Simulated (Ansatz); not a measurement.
## Geometry relaxation of Si3H8SO (part 2 of 2)

The same run, continued: Si3H8SO, SMILES O[SiH2][SiH]([SiH3])S; RKS PBE-D4/def2-SVP (Ansatz 0.2.0). The geometry: force-field start.

Geometry of the input (Å):
```
O  -2.0842  0.2081  1.9010
Si -0.7820  -0.5183  1.3052
Si 0.2328  0.7608  -0.3301
Si 1.9971  -0.5908  -1.1363
S  -1.1411  1.3303  -1.8594
H  -2.9868  -0.1028  1.6125
H  0.1696  -0.7762  2.4414
H  -1.1916  -1.7913  0.7323
H  0.8278  2.0316  0.3057
H  2.7072  0.0867  -2.1722
H  2.8527  -0.9796  -0.0226
H  1.3697  -1.8434  -1.6833
H  -1.9509  2.1501  -1.0795
```

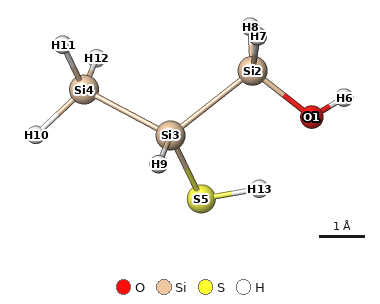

Fig. 1: The geometry at step 10 of the log (ball-and-stick view, seen at a tilt; atoms are numbered from 1 in the order of the input).

## Trajectory as extended XYZ, continued
```
13
Properties=species:S:1:pos:R:3:forces:R:3 step=4 energy=-36615.53374
O    -2.2304    0.3338    1.9121   -0.0052  -0.0993  -0.1897
Si   -0.8423   -0.4793    1.3670   -0.1311  -0.0106   0.1368
Si    0.3185    0.7653   -0.2591   -0.0214   0.0442   0.0026
Si    1.9951   -0.5720   -1.2171    0.0182  -0.0378  -0.0157
S    -1.0724    1.3029   -1.8488    0.0292  -0.0547  -0.0200
H    -3.0648   -0.0732    1.6145    0.0991   0.0696   0.0274
H     0.0299   -0.7393    2.5676    0.0521   0.0115  -0.0294
H    -1.2080   -1.8104    0.7485   -0.0207   0.0212  -0.0015
H     0.9568    1.9922    0.3408    0.0325   0.0330   0.0274
H     2.7695    0.1582   -2.2805   -0.0164   0.0163  -0.0016
H     2.9422   -0.9800   -0.1204    0.0237  -0.0040   0.0093
H     1.3910   -1.8150   -1.8119   -0.0155   0.0043  -0.0063
H    -1.9649    1.8819   -0.9980   -0.0444   0.0064   0.0609
13
Properties=species:S:1:pos:R:3:forces:R:3 step=5 energy=-36615.54271
O    -2.2290    0.3800    1.8456    0.0252  -0.2476  -0.1954
Si   -0.8359   -0.4832    1.3756   -0.1903   0.1693   0.0717
Si    0.3303    0.7629   -0.2423    0.0720  -0.0192  -0.0011
Si    1.9953   -0.5733   -1.2210    0.0265   0.0210  -0.0366
S    -1.0724    1.2957   -1.8194   -0.1139   0.0326   0.1206
H    -3.0545   -0.0488    1.5488    0.1248   0.1045   0.0766
H     0.0187   -0.7261    2.5937   -0.0107  -0.0057  -0.0223
H    -1.2119   -1.8137    0.7632   -0.0094   0.0127   0.0275
H     0.9766    1.9856    0.3606    0.0127   0.0180   0.0225
H     2.7493    0.1761   -2.2874   -0.0058  -0.0127   0.0069
H     2.9597   -0.9887   -0.1414    0.0166  -0.0106  -0.0047
H     1.3811   -1.8065   -1.8256   -0.0074  -0.0030   0.0032
H    -1.9871    1.8052   -0.9357    0.0596  -0.0593  -0.0689
13
Properties=species:S:1:pos:R:3:forces:R:3 step=6 energy=-36615.55221
O    -2.2427    0.4223    1.7779    0.0599  -0.2780  -0.1816
Si   -0.8421   -0.4693    1.3786   -0.1578   0.1827   0.0550
Si    0.3558    0.7615   -0.2246    0.0934  -0.0254   0.0045
Si    2.0084   -0.5716   -1.2346    0.0073   0.0187  -0.0244
S    -1.0735    1.2883   -1.7765   -0.2116   0.0907   0.1601
H    -3.0590   -0.0382    1.5031    0.1087   0.1165   0.0903
H    -0.0106   -0.7017    2.6149   -0.0537  -0.0025   0.0040
H    -1.2241   -1.8051    0.7846    0.0004   0.0037   0.0158
H     1.0078    1.9786    0.3881   -0.0027  -0.0013   0.0030
H     2.7466    0.1848   -2.3075   -0.0072  -0.0094   0.0118
H     2.9917   -1.0026   -0.1774    0.0041  -0.0025  -0.0117
H     1.3781   -1.7952   -1.8433   -0.0030   0.0015   0.0106
H    -2.0161    1.7134   -0.8686    0.1621  -0.0948  -0.1375
13
Properties=species:S:1:pos:R:3:forces:R:3 step=7 energy=-36615.56553
O    -2.2552    0.4878    1.6418    0.0000  -0.3425  -0.1348
Si   -0.8478   -0.4492    1.3810   -0.0956   0.1747   0.0272
Si    0.3958    0.7603   -0.2031    0.1014  -0.0373  -0.0250
Si    2.0269   -0.5691   -1.2584   -0.0016   0.0163   0.0117
S    -1.0851    1.2844   -1.7089   -0.3045   0.1134   0.3242
H    -3.0638   -0.0246    1.4409    0.1281   0.1706   0.1096
H    -0.0844   -0.6628    2.6662   -0.0921   0.0193  -0.0106
H    -1.2319   -1.7971    0.8181    0.0181   0.0040   0.0027
H     1.0525    1.9717    0.4209   -0.0163  -0.0269  -0.0176
H     2.7387    0.1994   -2.3412   -0.0109  -0.0169   0.0160
H     3.0409   -1.0211   -0.2358   -0.0287   0.0149  -0.0368
H     1.3700   -1.7805   -1.8658    0.0106   0.0131   0.0153
H    -2.0365    1.5661   -0.7410    0.2916  -0.1027  -0.2821
13
Properties=species:S:1:pos:R:3:forces:R:3 step=8 energy=-36615.57830
O    -2.2768    0.5042    1.5561   -0.1635  -0.4032  -0.1182
Si   -0.8571   -0.4305    1.3717   -0.0193   0.1046   0.0621
Si    0.4266    0.7600   -0.1966   -0.0152   0.0115  -0.0251
Si    2.0377   -0.5720   -1.2748   -0.0126  -0.0011   0.0152
S    -1.0882    1.3030   -1.6632   -0.2163   0.0729   0.2314
H    -3.0810   -0.0486    1.4512    0.2438   0.2797   0.0910
H    -0.1475   -0.6128    2.6926   -0.0738   0.0052  -0.0225
H    -1.2171   -1.7928    0.8268    0.0245   0.0087   0.0024
H     1.0877    1.9664    0.4302    0.0092  -0.0278  -0.0049
H     2.7373    0.1970   -2.3643   -0.0094  -0.0074   0.0116
H     3.0628   -1.0303   -0.2675   -0.0163   0.0125  -0.0271
H     1.3685   -1.7791   -1.8761    0.0063   0.0105   0.0125
H    -2.0326    1.5007   -0.6714    0.2426  -0.0662  -0.2283
13
Properties=species:S:1:pos:R:3:forces:R:3 step=9 energy=-36615.58498
O    -2.2859    0.5007    1.4342   -0.2242  -0.3517  -0.0110
Si   -0.8471   -0.4175    1.3784   -0.0355   0.0365   0.0355
Si    0.4332    0.7754   -0.1951    0.1360  -0.0184  -0.0070
Si    2.0208   -0.5699   -1.2857   -0.0152  -0.0178  -0.0036
S    -1.0827    1.3599   -1.6469   -0.0446  -0.0035   0.3059
H    -3.0769   -0.0776    1.4537    0.1481   0.2713   0.0348
H    -0.2474   -0.5622    2.7620    0.0013   0.0390  -0.1392
H    -1.1495   -1.8033    0.8537    0.0221   0.0177   0.0153
H     1.1544    1.9359    0.4535   -0.0576   0.0221  -0.0339
H     2.7027    0.1994   -2.3847   -0.0035  -0.0027  -0.0158
H     3.0687   -1.0312   -0.3056   -0.0077   0.0072   0.0062
H     1.3408   -1.7765   -1.8739    0.0043  -0.0017  -0.0045
H    -2.0108    1.4321   -0.6289    0.0768   0.0021  -0.1827
13
Properties=species:S:1:pos:R:3:forces:R:3 step=10 energy=-36615.59299
O    -2.3243    0.4754    1.3789   -0.1561  -0.3203   0.0204
Si   -0.8680   -0.4116    1.3452    0.1315   0.0147   0.1769
Si    0.4679    0.7836   -0.1822   -0.1253   0.0445  -0.0184
Si    2.0226   -0.5826   -1.2909    0.0220   0.0190   0.0114
S    -1.0550    1.4020   -1.6085   -0.0483   0.0083   0.0524
H    -3.0974   -0.1085    1.5263    0.1292   0.2646  -0.0358
H    -0.2599   -0.5046    2.7306   -0.0551  -0.0156  -0.1077
H    -1.1327   -1.8183    0.8532    0.0306   0.0564  -0.0020
H     1.1687    1.9596    0.4616    0.0057  -0.0715   0.0109
H     2.6975    0.1839   -2.3961    0.0034  -0.0051  -0.0138
H     3.0727   -1.0394   -0.3121    0.0128  -0.0095  -0.0042
H     1.3386   -1.7892   -1.8734   -0.0201   0.0112   0.0145
H    -2.0103    1.4148   -0.6179    0.0697   0.0035  -0.1045
13
Properties=species:S:1:pos:R:3:forces:R:3 step=11 energy=-36615.59609
O    -2.3335    0.4152    1.4012   -0.0642   0.1984  -0.1258
Si   -0.8660   -0.4261    1.3356   -0.1607  -0.0924   0.0500
Si    0.4401    0.7948   -0.1907    0.0509   0.0318  -0.0185
Si    2.0157   -0.5701   -1.2769   -0.0053  -0.0254   0.0171
S    -0.9927    1.4678   -1.6832    0.0108  -0.0503   0.0555
H    -3.1167   -0.0662    1.7209    0.0900  -0.0364  -0.0092
H    -0.2584   -0.5380    2.7082    0.1061  -0.0131   0.0286
H    -1.1002   -1.8200    0.8134    0.0566  -0.0899  -0.0242
H     1.1595    1.9297    0.4959   -0.0081   0.0324   0.0088
H     2.6918    0.1759   -2.3961   -0.0145   0.0077   0.0016
H     3.0694   -1.0225   -0.2988   -0.0016  -0.0014  -0.0019
H     1.3225   -1.7808   -1.8410    0.0031   0.0006  -0.0014
H    -2.0111    1.4056   -0.7737   -0.0631   0.0379   0.0195
13
Properties=species:S:1:pos:R:3:forces:R:3 step=12 energy=-36615.59039 accepted=F
O    -2.3244    0.4316    1.3074    0.2442  -0.3203   0.1131
Si   -0.8697   -0.4684    1.3320    0.0338   0.3212  -0.1584
Si    0.4292    0.7849   -0.1804   -0.0164  -0.0976   0.0164
Si    2.0077   -0.5812   -1.2624   -0.0058   0.0672  -0.0543
S    -1.0361    1.4015   -1.6632    0.0219   0.0473  -0.0115
H    -3.0958   -0.0336    1.6760   -0.0653   0.0203   0.0253
H    -0.2259   -0.5387    2.6962   -0.1312  -0.0015   0.0480
H    -1.0392   -1.8870    0.8358   -0.1055   0.0636   0.0183
H     1.1246    1.9454    0.4945   -0.0146  -0.0267  -0.0067
H     2.6649    0.1787   -2.3838    0.0189  -0.0217  -0.0064
H     3.0713   -1.0226   -0.2908   -0.0084   0.0037   0.0088
H     1.3277   -1.7977   -1.8306   -0.0079   0.0063   0.0183
H    -2.0142    1.5522   -0.7161    0.0363  -0.0618  -0.0110
13
Properties=species:S:1:pos:R:3:forces:R:3 step=13 energy=-36615.60698
O    -2.3211    0.4349    1.3260   -0.0418   0.0129  -0.0012
Si   -0.8633   -0.4349    1.3330   -0.0094  -0.0141  -0.0086
Si    0.4508    0.7951   -0.1782    0.0157  -0.0047  -0.0208
Si    2.0138   -0.5728   -1.2778   -0.0051   0.0140  -0.0099
S    -1.0184    1.4563   -1.6388    0.0311  -0.0213  -0.0043
H    -3.1054   -0.0345    1.6616    0.0257   0.0014  -0.0007
H    -0.2702   -0.5247    2.7166    0.0016  -0.0008   0.0168
H    -1.0767   -1.8419    0.8283    0.0100  -0.0139   0.0015
H     1.1638    1.9355    0.5080   -0.0041   0.0051   0.0048
H     2.6741    0.1773   -2.4038    0.0005  -0.0056  -0.0008
H     3.0785   -1.0261   -0.3122    0.0002   0.0015   0.0010
H     1.3166   -1.7834   -1.8372   -0.0037   0.0033   0.0047
H    -2.0223    1.3843   -0.7109   -0.0208   0.0222   0.0174
13
Properties=species:S:1:pos:R:3:forces:R:3 step=14 energy=-36615.60790
O    -2.3305    0.4192    1.3112   -0.0647  -0.0183   0.0259
Si   -0.8660   -0.4402    1.3321   -0.0208  -0.0057  -0.0008
Si    0.4487    0.7910   -0.1795    0.0352  -0.0085   0.0053
Si    2.0140   -0.5729   -1.2806   -0.0011   0.0033  -0.0013
S    -1.0137    1.4486   -1.6448    0.0119   0.0012  -0.0166
H    -3.1081   -0.0422    1.6757    0.0774   0.0301  -0.0279
H    -0.2795   -0.5137    2.7205   -0.0014  -0.0013   0.0060
H    -1.0635   -1.8541    0.8393    0.0083  -0.0067  -0.0002
H     1.1597    1.9321    0.5089   -0.0072  -0.0007   0.0010
H     2.6719    0.1750   -2.4094   -0.0034  -0.0021  -0.0005
H     3.0812   -1.0224   -0.3158   -0.0039   0.0031  -0.0008
H     1.3173   -1.7859   -1.8350   -0.0017   0.0020   0.0015
H    -2.0113    1.4305   -0.7079   -0.0287   0.0036   0.0082
13
Properties=species:S:1:pos:R:3:forces:R:3 step=15 energy=-36615.60587 accepted=F
O    -2.3328    0.4191    1.3125    0.3860   0.2006  -0.1645
Si   -0.8667   -0.4399    1.3341   -0.0234   0.0036   0.0213
Si    0.4509    0.7872   -0.1798    0.0092   0.0035   0.0284
Si    2.0160   -0.5731   -1.2840    0.0003  -0.0044   0.0039
S    -1.0163    1.4382   -1.6423   -0.0284   0.0151  -0.0058
H    -3.1005   -0.0481    1.6627   -0.3575  -0.2092   0.1629
H    -0.2859   -0.5110    2.7264   -0.0015   0.0011  -0.0153
H    -1.0641   -1.8562    0.8466    0.0055   0.0037  -0.0038
H     1.1571    1.9324    0.5077   -0.0034  -0.0076  -0.0036
H     2.6740    0.1744   -2.4127   -0.0044   0.0009  -0.0006
H     3.0823   -1.0217   -0.3178   -0.0031   0.0026  -0.0030
H     1.3189   -1.7862   -1.8376   -0.0010   0.0009   0.0007
H    -2.0129    1.4501   -0.7011    0.0217  -0.0108  -0.0205
13
Properties=species:S:1:pos:R:3:forces:R:3 step=16 energy=-36615.60821
O    -2.3315    0.4181    1.3043   -0.0129   0.0038   0.0017
Si   -0.8678   -0.4415    1.3315    0.0125  -0.0101   0.0013
Si    0.4523    0.7901   -0.1761   -0.0031  -0.0003   0.0102
Si    2.0140   -0.5721   -1.2816    0.0005  -0.0020  -0.0037
S    -1.0078    1.4503   -1.6440   -0.0052   0.0017  -0.0073
H    -3.1026   -0.0392    1.6835    0.0027   0.0021  -0.0008
H    -0.2884   -0.5145    2.7236   -0.0022   0.0020  -0.0025
H    -1.0588   -1.8571    0.8398    0.0003   0.0013  -0.0008
H     1.1608    1.9303    0.5157   -0.0023   0.0016   0.0008
H     2.6660    0.1741   -2.4146   -0.0017   0.0002  -0.0015
H     3.0847   -1.0185   -0.3199    0.0026  -0.0001   0.0012
H     1.3156   -1.7866   -1.8306   -0.0020   0.0008   0.0011
H    -2.0161    1.4320   -0.7170    0.0108  -0.0010   0.0002
```

## Key numbers

- outcome: converged
- total energy: −36615.6083 eV
- mean-field energy: −36615.2289 eV
- dispersion energy: −0.3794 eV
- SCF solution under orbital rotations: stable
- largest force (length of the vector) at the end: 0.016 eV/Å
- dipole moment: 2.46 D
- hardware: 4 threads of Arm Neoverse V1, 23 GiB of memory available, shared host
- wall time: 27 s (CPU time 97 s)
- peak memory: 0.18 GiB
